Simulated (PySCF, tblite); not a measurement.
Dissociation curve of MgH, doublet.

Computed with: GFN2-xTB, 300 K electronic temperature (tblite); UKS-TPSSh = unrestricted TPSSh/6-31G in PySCF; CASSCF(3,3)/6-31G (PySCF); UMP2 = MP2 on UHF/6-31G, 1 core orbital frozen (PySCF).

Energies are in eV, each relative to the lowest point of its own curve near equilibrium.

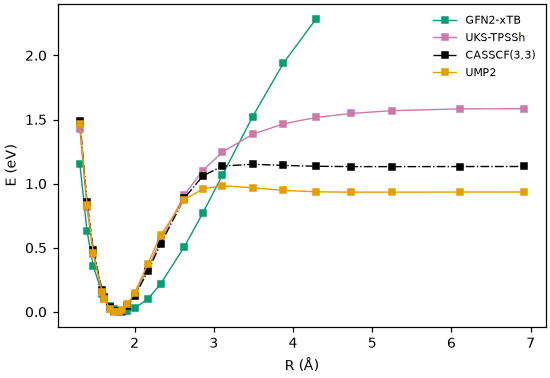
*Energy against bond length for each method.*

```json
[
 {"R / Å": "1.31", "GFN2-xTB": "1.151", "UKS-TPSSh": "1.427", "CASSCF(3,3)": "1.485", "UMP2": "1.468"},
 {"R / Å": "1.40", "GFN2-xTB": "0.632", "UKS-TPSSh": "0.815", "CASSCF(3,3)": "0.857", "UMP2": "0.837"},
 {"R / Å": "1.48", "GFN2-xTB": "0.357", "UKS-TPSSh": "0.451", "CASSCF(3,3)": "0.482", "UMP2": "0.461"},
 {"R / Å": "1.59", "GFN2-xTB": "0.142", "UKS-TPSSh": "0.152", "CASSCF(3,3)": "0.171", "UMP2": "0.153"},
 {"R / Å": "1.62", "GFN2-xTB": "0.105", "UKS-TPSSh": "0.102", "CASSCF(3,3)": "0.118", "UMP2": "0.102"},
 {"R / Å": "1.69", "GFN2-xTB": "0.045", "UKS-TPSSh": "0.026", "CASSCF(3,3)": "0.036", "UMP2": "0.025"},
 {"R / Å": "1.74", "GFN2-xTB": "0.019", "UKS-TPSSh": "0.002", "CASSCF(3,3)": "0.007", "UMP2": "0.001"},
 {"R / Å": "1.80", "GFN2-xTB": "0.003", "UKS-TPSSh": "0.000", "CASSCF(3,3)": "0.000", "UMP2": "0.000"},
 {"R / Å": "1.84", "GFN2-xTB": "0.000", "UKS-TPSSh": "0.012", "CASSCF(3,3)": "0.009", "UMP2": "0.013"},
 {"R / Å": "1.91", "GFN2-xTB": "0.006", "UKS-TPSSh": "0.053", "CASSCF(3,3)": "0.044", "UMP2": "0.059"},
 {"R / Å": "2.00", "GFN2-xTB": "0.029", "UKS-TPSSh": "0.135", "CASSCF(3,3)": "0.120", "UMP2": "0.149"},
 {"R / Å": "2.17", "GFN2-xTB": "0.101", "UKS-TPSSh": "0.343", "CASSCF(3,3)": "0.319", "UMP2": "0.377"},
 {"R / Å": "2.33", "GFN2-xTB": "0.219", "UKS-TPSSh": "0.560", "CASSCF(3,3)": "0.532", "UMP2": "0.599"},
 {"R / Å": "2.63", "GFN2-xTB": "0.509", "UKS-TPSSh": "0.913", "CASSCF(3,3)": "0.888", "UMP2": "0.875"},
 {"R / Å": "2.86", "GFN2-xTB": "0.768", "UKS-TPSSh": "1.102", "CASSCF(3,3)": "1.059", "UMP2": "0.960"},
 {"R / Å": "3.11", "GFN2-xTB": "1.068", "UKS-TPSSh": "1.246", "CASSCF(3,3)": "1.138", "UMP2": "0.983"},
 {"R / Å": "3.49", "GFN2-xTB": "1.522", "UKS-TPSSh": "1.385", "CASSCF(3,3)": "1.151", "UMP2": "0.968"},
 {"R / Å": "3.88", "GFN2-xTB": "1.940", "UKS-TPSSh": "1.466", "CASSCF(3,3)": "1.142", "UMP2": "0.947"},
 {"R / Å": "4.29", "GFN2-xTB": "2.283", "UKS-TPSSh": "1.516", "CASSCF(3,3)": "1.136", "UMP2": "0.937"},
 {"R / Å": "4.73", "GFN2-xTB": "—", "UKS-TPSSh": "1.547", "CASSCF(3,3)": "1.133", "UMP2": "0.934"},
 {"R / Å": "5.25", "GFN2-xTB": "—", "UKS-TPSSh": "1.569", "CASSCF(3,3)": "1.133", "UMP2": "0.934"},
 {"R / Å": "6.11", "GFN2-xTB": "—", "UKS-TPSSh": "1.583", "CASSCF(3,3)": "1.133", "UMP2": "0.935"},
 {"R / Å": "6.91", "GFN2-xTB": "—", "UKS-TPSSh": "1.584", "CASSCF(3,3)": "1.134", "UMP2": "0.935"}
]
```

At the longest distance, 6.91 Å, UKS-TPSSh lies highest above its minimum (1.584 eV) and UMP2 lowest (0.935 eV).

A dash means that the run gave no value there, or that the column was ended at a point which the program doubted or which failed a test of continuity chosen for this set; such a test can also cut sound points.

The unrestricted determinant behind UMP2 is spin-contaminated at 2.33 to 3.11 Å (<S²> up to 0.9, against 0.75 for a pure doublet).
